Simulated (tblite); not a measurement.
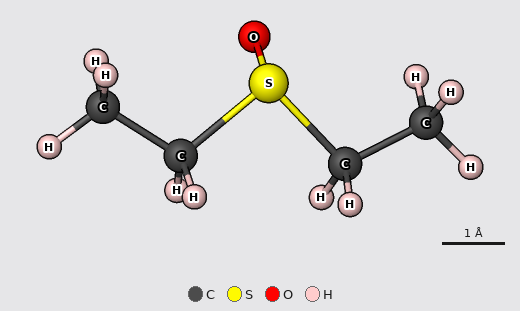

Figure 1. The structure as given in the input (ball-and-stick view, seen at a tilt). Bond lengths as drawn: C–C 1.52 Å, C–H 1.09 Å, C–S 1.86 Å and O–S 1.46 Å.

# Molecular dynamics, with input and output: C4H10OS (part 1 of 3)

- system: C4H10OS (diethyl sulfoxide), SMILES CCS(=O)CC
- method: GFN2-xTB Langevin dynamics, gas phase (tblite 0.8.0)

Input:
```
{"job": {"kind": "md", "xc": "GFN2-xTB", "basis": "xTB", "temperature": 300, "steps": 2000, "every": 50}, "charge": 0, "multiplicity": 1}
C      2.588741     0.183918    -0.828048
C      1.394131    -0.422464    -0.119772
S     -0.150523     0.427554    -0.719626
O     -0.057626     1.806773    -0.239609
C     -1.284428    -0.448352     0.470292
C     -2.676732     0.133120     0.329220
H      2.547944    -0.022080    -1.895402
H      3.519027    -0.216439    -0.429962
H      2.584569     1.262247    -0.683621
H      1.282275    -1.481338    -0.343600
H      1.459755    -0.270161     0.955953
H     -0.895463    -0.292232     1.474833
H     -1.256416    -1.505738     0.215061
H     -3.348946    -0.280895     1.078243
H     -2.632120     1.212265     0.459809
H     -3.081786    -0.077232    -0.658037
```

The first line tells a small driver script what to run in tblite; the rest is the geometry in Å.

Run on 1 CPU thread, shared host.

Launch command:
```bash
OMP_NUM_THREADS=1 python <driver script> task.json out
```

Output:
```
t/fs     T/K      E/eV
    0.0   244.0   -570.13997
   25.0   137.5   -569.83660
   50.0   192.5   -569.89225
   75.0   157.9   -569.77561
  100.0   264.4   -569.81144
  125.0   240.5   -569.78122
  150.0   240.0   -569.78257
  175.0   163.8   -569.63743
  200.0   212.5   -569.67663
  225.0   279.2   -569.71436
  250.0   278.6   -569.54222
  275.0   319.7   -569.78166
  300.0   231.9   -569.55203
  325.0   269.6   -569.65122
  350.0   273.3   -569.60871
  375.0   238.1   -569.46812
  400.0   285.4   -569.59473
  425.0   211.8   -569.68729
  450.0   213.1   -569.74720
  475.0   239.8   -569.70889
  500.0   203.0   -569.72468
  525.0   323.7   -569.68054
  550.0   308.0   -569.48431
  575.0   284.7   -569.50139
  600.0   359.4   -569.62947
  625.0   350.0   -569.57960
  650.0   359.8   -569.60137
  675.0   374.4   -569.58549
  700.0   303.9   -569.68729
  725.0   290.4   -569.65979
  750.0   260.2   -569.67217
  775.0   294.5   -569.65717
  800.0   300.9   -569.63940
  825.0   311.5   -569.72428
  850.0   195.9   -569.57718
  875.0   323.8   -569.66200
  900.0   356.1   -569.48885
  925.0   391.3   -569.39199
  950.0   399.1   -569.60174
  975.0   362.2   -569.53564
 1000.0   372.0   -569.57153
```

Trajectory as extended XYZ (Å, eV, eV/Å), 41 frames, from step=0 to step=40:
```
16
Properties=species:S:1:pos:R:3:forces:R:3 step=0 time_fs=0.0 energy=-570.13997 temperature=244.0
C     2.5887    0.1839   -0.8280   -0.0012   0.0014   0.0042
C     1.3941   -0.4225   -0.1198   -0.0006  -0.0025   0.0028
S    -0.1505    0.4276   -0.7196    0.0020  -0.0019  -0.0018
O    -0.0576    1.8068   -0.2396   -0.0018  -0.0020  -0.0033
C    -1.2844   -0.4484    0.4703    0.0024   0.0012  -0.0016
C    -2.6767    0.1331    0.3292    0.0015   0.0032  -0.0026
H     2.5479   -0.0221   -1.8954   -0.0007   0.0029   0.0029
H     3.5190   -0.2164   -0.4300    0.0058  -0.0021  -0.0074
H     2.5846    1.2622   -0.6836   -0.0015   0.0042  -0.0011
H     1.2823   -1.4813   -0.3436   -0.0014  -0.0036  -0.0017
H     1.4598   -0.2702    0.9560    0.0004   0.0014   0.0033
H    -0.8955   -0.2922    1.4748   -0.0017  -0.0013   0.0013
H    -1.2564   -1.5057    0.2151   -0.0018  -0.0015   0.0044
H    -3.3489   -0.2809    1.0782   -0.0009  -0.0014  -0.0033
H    -2.6321    1.2123    0.4598    0.0025   0.0053   0.0077
H    -3.0818   -0.0772   -0.6580   -0.0030  -0.0032  -0.0038
16
Properties=species:S:1:pos:R:3:forces:R:3 step=1 time_fs=25.0 energy=-569.83660 temperature=137.5
C     2.5925    0.0479   -0.8231    0.4124   0.1889  -1.7715
C     1.3618   -0.3913   -0.0943    0.1017  -1.3839  -0.1650
S    -0.1454    0.4215   -0.7465   -0.3051   0.4727   0.2007
O    -0.1355    1.7937   -0.2424    0.1233   0.3414  -0.2053
C    -1.2611   -0.4373    0.4462   -0.3290  -1.0637  -0.5531
C    -2.6751    0.0323    0.3328   -1.3399   0.8958  -0.7641
H     2.5708   -0.1949   -1.9553    0.1880  -0.0893   1.8537
H     3.5068   -0.3237   -0.3117   -0.5823   0.2482  -0.7055
H     2.5565    1.1317   -0.8090    0.4389   0.2722   0.1710
H     1.1456   -1.4574   -0.2412    0.1931   0.0517  -0.0042
H     1.5574   -0.2329    0.9511   -0.4536   0.2912   0.5278
H    -0.9142   -0.1905    1.4173    0.5510  -0.0238   0.8707
H    -1.1943   -1.5164    0.2254    0.0460   0.3622   0.2466
H    -3.3814   -0.4264    1.0395    0.5195   0.0248  -0.0309
H    -2.7377    1.1313    0.4714    0.1765  -0.5669   0.0362
H    -3.0925   -0.1583   -0.6720    0.2595  -0.0214   0.2929
16
Properties=species:S:1:pos:R:3:forces:R:3 step=2 time_fs=50.0 energy=-569.89225 temperature=192.5
C     2.5552    0.0469   -0.7835   -1.7250   2.3302  -0.8503
C     1.3257   -0.4440   -0.0493    0.0885  -0.0211   0.2454
S    -0.2336    0.4038   -0.7253    0.5608  -0.3630   0.8722
O    -0.1694    1.7818   -0.2442   -0.0229   0.0807  -0.1668
C    -1.3194   -0.4902    0.5078   -0.2697   0.8187   0.2068
C    -2.7370    0.0027    0.4008   -0.3471   0.8634  -0.2868
H     2.3836   -0.0472   -1.8574    0.3091  -0.4376   0.0049
H     3.4329   -0.4259   -0.4603    1.0581  -0.4309   0.2915
H     2.5986    1.1782   -0.6598    0.2665  -1.2953   0.2274
H     1.1992   -1.5146   -0.1357   -0.1550  -0.2584  -0.4215
H     1.4545   -0.2641    1.0174   -0.3180   0.3857   0.0372
H    -1.0080   -0.2383    1.5189    0.5352  -0.2149  -0.1026
H    -1.2516   -1.5264    0.2739    0.1558  -0.7509   0.0594
H    -3.3213   -0.1966    1.2830   -0.0888  -0.2905   0.3679
H    -2.7593    1.0914    0.2743    0.2059  -0.0939   0.0325
H    -3.2508   -0.4114   -0.4422   -0.2536  -0.3223  -0.5174
16
Properties=species:S:1:pos:R:3:forces:R:3 step=3 time_fs=75.0 energy=-569.77561 temperature=157.9
C     2.4327    0.1708   -0.7243    0.5267  -0.3663   0.5903
C     1.2080   -0.4403   -0.0895    0.8776  -0.8372   2.0895
S    -0.2947    0.3513   -0.6939   -0.7179   0.9415   0.1529
O    -0.1783    1.7565   -0.2386   -0.1067  -0.8350  -0.2801
C    -1.3853   -0.5304    0.5460   -0.6967   0.3476  -0.2580
C    -2.8229    0.0000    0.4906    0.1680   0.9140   0.0757
H     2.2925   -0.0377   -1.7487    0.4535  -0.1121  -1.4022
H     3.3356   -0.3510   -0.3373   -0.4661   0.5412  -0.3426
H     2.5331    1.2534   -0.6158   -0.1991  -0.3001   0.3241
H     1.2409   -1.5534   -0.1915   -0.3615   0.8402  -0.3750
H     1.2244   -0.2729    1.0136   -0.0199   0.0811  -0.5420
H    -1.0024   -0.3505    1.5617    0.1059  -0.3805  -0.5262
H    -1.3927   -1.5754    0.1959    0.2492   0.3562   0.5902
H    -3.3224   -0.1917    1.4293   -0.1341  -0.1451   0.1924
H    -2.9279    1.0867    0.2993    0.6606  -0.4044   0.2948
H    -3.3858   -0.4377   -0.2990   -0.3396  -0.6411  -0.5839
16
Properties=species:S:1:pos:R:3:forces:R:3 step=4 time_fs=100.0 energy=-569.81144 temperature=264.4
C     2.3743    0.3331   -0.7042   -0.1301  -1.8503  -0.6872
C     1.2503   -0.5237   -0.1144   -0.3364   1.4764   0.8925
S    -0.4040    0.3115   -0.6526    0.6569  -0.2077  -0.1208
O    -0.2551    1.7061   -0.2354   -0.0527  -0.0605  -0.0316
C    -1.4498   -0.4875    0.6472   -1.1385   0.9827  -0.1546
C    -2.9133   -0.0209    0.6025   -0.4301  -0.1733  -1.2759
H     2.2799    0.1495   -1.7956    0.5345   0.4666   0.5238
H     3.3633   -0.0051   -0.3349   -0.5700   0.1945  -0.3048
H     2.2391    1.3646   -0.4794   -0.1876   0.5925   0.1356
H     1.2798   -1.5524   -0.3545   -0.0596  -0.8545  -0.9388
H     1.2684   -0.5210    0.9727   -0.0500   0.4315   0.2560
H    -1.0563   -0.1248    1.5658    0.5685  -0.1776   0.8161
H    -1.3996   -1.5298    0.4741    0.2608  -0.9751   0.1961
H    -3.4725   -0.1863    1.5406    0.4670  -0.1113  -0.5541
H    -2.9594    1.0411    0.3581    0.1446   0.0643   0.2860
H    -3.4389   -0.5126   -0.2622    0.3225   0.2018   0.9618
16
Properties=species:S:1:pos:R:3:forces:R:3 step=5 time_fs=125.0 energy=-569.78122 temperature=240.5
C     2.2854    0.4263   -0.7403   -1.4793  -0.7098  -0.1073
C     1.1845   -0.5434   -0.2226    0.4332  -0.0824  -0.8838
S    -0.4478    0.2330   -0.5446   -0.9106   0.0901  -0.0248
O    -0.3963    1.6573   -0.2157    0.2703   0.0883   0.0954
C    -1.4361   -0.5116    0.8906    0.0009   0.6951  -1.1843
C    -2.8261   -0.0126    0.6608   -2.0596   0.0718  -0.8951
H     2.3777    0.4568   -1.8405   -0.2311   0.0131   0.6658
H     3.2107    0.1450   -0.3032    0.8431  -0.1111   0.2057
H     1.9550    1.3811   -0.3314    0.3132   0.1994  -0.3412
H     1.0150   -1.4982   -0.7504    0.6467   0.3608  -0.0328
H     1.3709   -0.7714    0.8070   -0.0826   0.0667   0.6210
H    -1.0541   -0.0402    1.7667    0.4956  -0.2096   0.6852
H    -1.4044   -1.5784    0.8056    0.3273  -0.4229   0.3384
H    -3.5155   -0.2339    1.5027    0.5001   0.0446  -0.3896
H    -2.8717    1.0763    0.4872    0.3024  -0.4129   0.2291
H    -3.3003   -0.4658   -0.2674    0.6304   0.3188   1.0183
16
Properties=species:S:1:pos:R:3:forces:R:3 step=6 time_fs=150.0 energy=-569.78257 temperature=240.0
C     2.2285    0.4776   -0.7824   -0.1723  -0.0991   0.6160
C     1.2087   -0.5260   -0.3064   -0.6752  -0.1091   0.8579
S    -0.5535    0.1926   -0.4421    1.0169   0.0166  -0.9091
O    -0.4587    1.6053   -0.0887    0.1480   0.2707   0.0977
C    -1.4006   -0.5630    0.9819    0.5010  -0.2401   0.2433
C    -2.7877   -0.0916    0.6855   -1.4194  -0.0989  -0.2123
H     2.1040    0.5850   -1.8501    0.1667   0.4002  -0.1127
H     3.2044    0.0624   -0.5495    0.2445   0.2214  -0.1549
H     2.0964    1.4266   -0.2385    0.0414  -0.3151  -0.4574
H     1.1779   -1.3778   -0.9808    0.0058  -0.1974   0.2503
H     1.3743   -0.8302    0.7529   -0.1031   0.1260  -0.7867
H    -1.0323   -0.0638    1.9016   -0.0106  -0.7848  -0.4244
H    -1.3272   -1.6793    0.9209    0.1149   1.0492   0.3930
H    -3.4740   -0.5022    1.4027   -0.4460   0.0029   0.6447
H    -2.8979    1.0089    0.6890    0.2852  -0.6339  -0.0926
H    -3.1479   -0.5056   -0.2695    0.3022   0.3913   0.0472
16
Properties=species:S:1:pos:R:3:forces:R:3 step=7 time_fs=175.0 energy=-569.63743 temperature=163.8
C     2.1539    0.5159   -0.7910    1.3842   0.2538  -0.1763
C     1.2115   -0.4914   -0.2593   -1.4169  -0.5711   1.2683
S    -0.5124    0.1889   -0.4630   -0.5829   0.5599   0.7054
O    -0.4370    1.5720    0.0245    0.1151   0.2065  -0.4016
C    -1.3801   -0.6222    1.0239    0.3027  -0.5039  -1.0644
C    -2.8543   -0.2901    0.7980    0.9609   0.1880   0.1361
H     1.8926    0.8101   -1.8193    0.1450  -0.1396   0.3805
H     3.1827    0.0460   -0.7956   -0.8670   0.8978   0.0353
H     2.0976    1.4162   -0.1438    0.3170  -0.5363  -0.5203
H     1.1498   -1.4262   -0.8117    0.3639  -0.0879   0.1484
H     1.2919   -0.6378    0.8473    0.3362  -0.1585  -0.9352
H    -0.9989   -0.0586    1.9013   -0.0633  -0.9425  -0.4941
H    -1.1253   -1.7241    0.8824   -0.4431   1.3723   0.8493
H    -3.4987   -0.7174    1.5008   -0.6760  -0.5870   1.7539
H    -3.0013    0.7822    0.8275    0.1009   0.1273  -0.2362
H    -3.2309   -0.7186   -0.0914    0.0234  -0.0786  -1.4492
16
Properties=species:S:1:pos:R:3:forces:R:3 step=8 time_fs=200.0 energy=-569.67663 temperature=212.5
C     2.0533    0.4809   -0.8528   -0.7356  -0.8762   0.0432
C     1.1797   -0.5553   -0.1289   -1.0474   0.4379  -0.8002
S    -0.5432    0.1901   -0.4050    0.4352   0.4364  -0.4565
O    -0.3456    1.5762    0.0193   -0.3965   0.3404   0.0635
C    -1.3895   -0.6713    0.9730   -0.4133  -0.7210  -1.0901
C    -2.8959   -0.4087    0.8877   -0.2504  -1.8988   1.4194
H     1.6794    0.5563   -1.8786    0.3945  -0.3830  -0.0770
H     3.1002    0.2115   -0.8173    0.0709   0.2400  -0.0029
H     1.8124    1.4534   -0.4637    0.4246   0.3507   0.6000
H     1.0878   -1.4948   -0.6789    0.4406  -0.0162   0.3364
H     1.2565   -0.6763    0.9513    0.5639   0.0438  -0.3088
H    -0.9173   -0.2762    1.8450   -0.0275  -0.0548   0.7496
H    -1.1022   -1.7101    0.7331   -0.4006   0.2271   0.6178
H    -3.4641   -1.0614    1.6634    0.9820   1.3882  -0.7261
H    -3.0624    0.6405    1.0134   -0.3265   0.3457   0.2267
H    -3.3459   -0.7574   -0.0275    0.2860   0.1397  -0.5950
16
Properties=species:S:1:pos:R:3:forces:R:3 step=9 time_fs=225.0 energy=-569.71436 temperature=279.2
C     2.0746    0.3712   -0.8780   -0.6451  -0.5460   1.3125
C     1.1121   -0.5717   -0.1012   -0.3823   1.2588  -1.8514
S    -0.5407    0.2229   -0.3522   -1.1336  -0.8337  -0.1194
O    -0.3845    1.6316   -0.0226   -0.0605   0.2341   0.5038
C    -1.4555   -0.7313    1.0876    1.6564  -0.2470  -1.1500
C    -2.9125   -0.5327    0.9738   -1.8014  -0.1071   0.6638
H     1.9213    0.3886   -1.9427    0.1088  -0.5035  -0.2428
H     3.0613    0.0860   -0.5546    0.5148   0.1634  -0.4416
H     1.8524    1.3826   -0.5445    0.1538   0.0774   0.1918
H     0.9692   -1.5425   -0.5370    0.3255  -0.4289  -0.1166
H     1.3116   -0.5974    0.9274    0.4974  -0.1135   1.2203
H    -0.9190   -0.4266    1.9692   -0.3835   0.3430   0.5336
H    -1.2190   -1.7833    0.9105    0.1549   0.0737  -0.1432
H    -3.4690   -1.1877    1.7319    0.6783   1.0678  -0.7185
H    -3.1700    0.5425    1.1249   -0.0289  -0.9372  -0.1416
H    -3.2869   -0.8922   -0.0090    0.3456   0.4987   0.4994
16
Properties=species:S:1:pos:R:3:forces:R:3 step=10 time_fs=250.0 energy=-569.54222 temperature=278.6
C     2.1341    0.2778   -0.8532    0.5948  -0.4965   1.6113
C     1.0639   -0.5426   -0.0752    0.3536   0.9576  -0.8409
S    -0.6404    0.2384   -0.3330   -0.3910  -0.6770   0.0938
O    -0.6028    1.6502    0.0349    0.3744  -0.0200   0.1403
C    -1.4739   -0.6822    1.1160    2.3220   0.9428   0.5943
C    -2.9490   -0.5823    1.0305   -0.5447   1.5775   0.5464
H     1.9150    0.3085   -1.9194    0.3632  -0.3205   0.2161
H     3.1051   -0.2527   -0.5366   -1.0739   0.9599  -1.1414
H     2.2066    1.3330   -0.4971   -0.2496  -0.8735  -0.1418
H     1.0965   -1.5798   -0.4323   -0.4335   0.3871   0.0439
H     1.2769   -0.5114    0.9754    0.1218   0.0097   0.5026
H    -1.0236   -0.2806    2.1202   -1.0504  -0.2222  -1.6945
H    -1.0508   -1.6604    1.0488   -0.1472  -0.9070  -0.2974
H    -3.3098   -1.1297    1.8537   -0.8570  -0.9158   0.9716
H    -3.2008    0.4695    1.2722   -0.0836  -0.3360  -0.4471
H    -3.5040   -0.8766    0.1424    0.7010  -0.0659  -0.1573
16
Properties=species:S:1:pos:R:3:forces:R:3 step=11 time_fs=275.0 energy=-569.78166 temperature=319.7
C     2.1208    0.1899   -0.7897   -0.4078   0.0454   0.2780
C     1.0489   -0.4904    0.0510    0.2188  -0.1981   0.2787
S    -0.6631    0.2378   -0.3259    0.0160  -0.0750   1.1361
O    -0.7672    1.6247    0.1307    0.4450   0.1931  -0.4558
C    -1.4171   -0.6382    1.1365    1.1432  -1.0548   0.3190
C    -2.9230   -0.6373    1.1026    0.5716   0.7300  -1.0902
H     1.7158    0.3480   -1.7918    0.3041  -0.1398   0.0486
H     3.0156   -0.4306   -0.8031   -0.0269   0.1372  -0.1952
H     2.3638    1.1577   -0.3734    0.0888   0.2012   0.0488
H     0.9867   -1.5232   -0.2881   -0.3421  -0.0781  -0.0906
H     1.2947   -0.5475    1.1371   -0.2395   0.4811  -0.7315
H    -0.9467   -0.2192    2.0612   -0.7644   0.2246  -0.7389
H    -1.0008   -1.6506    1.1028   -0.3308  -0.1850  -0.1951
H    -3.3051   -1.1153    1.9565   -0.6269  -0.7806   0.7904
H    -3.2410    0.3766    1.1027   -0.3221   1.1011   0.3323
H    -3.3350   -1.0003    0.1582    0.2733  -0.6023   0.2656
16
Properties=species:S:1:pos:R:3:forces:R:3 step=12 time_fs=300.0 energy=-569.55203 temperature=231.9
C     2.0420    0.1811   -0.6894   -0.0320   2.2590  -1.0820
C     0.9659   -0.3967    0.1017    0.2340  -1.6454   1.7100
S    -0.6931    0.2349   -0.2593   -0.9491  -0.3275  -0.1425
O    -0.8363    1.6432    0.1258    0.3192  -0.4314   0.1305
C    -1.3713   -0.7577    1.2014   -1.7142  -1.8793  -1.8103
C    -2.9167   -0.7483    1.0705    0.2046  -0.0082   0.1982
H     1.7137    0.3049   -1.7203    0.1766  -0.0016  -0.1619
H     2.9710   -0.3132   -0.6725    0.9098  -0.8336   0.1256
H     2.1894    1.1694   -0.2626    0.3360   0.4420  -0.3541
H     0.9313   -1.4711   -0.0880   -0.4230  -0.1000  -0.0094
H     1.2132   -0.2686    1.1690   -0.2921  -0.0373  -0.1597
H    -0.9258   -0.2728    1.9823    0.4397   1.3366   2.2671
H    -1.0535   -1.8394    1.2587   -0.0812   1.0894  -0.5459
H    -3.4745   -1.2144    1.9240    0.7518   0.3206  -0.7347
H    -3.3182    0.2583    0.9199    0.3072  -0.0592   0.2507
H    -3.1276   -1.2846    0.1403   -0.1873  -0.1241   0.3183
```
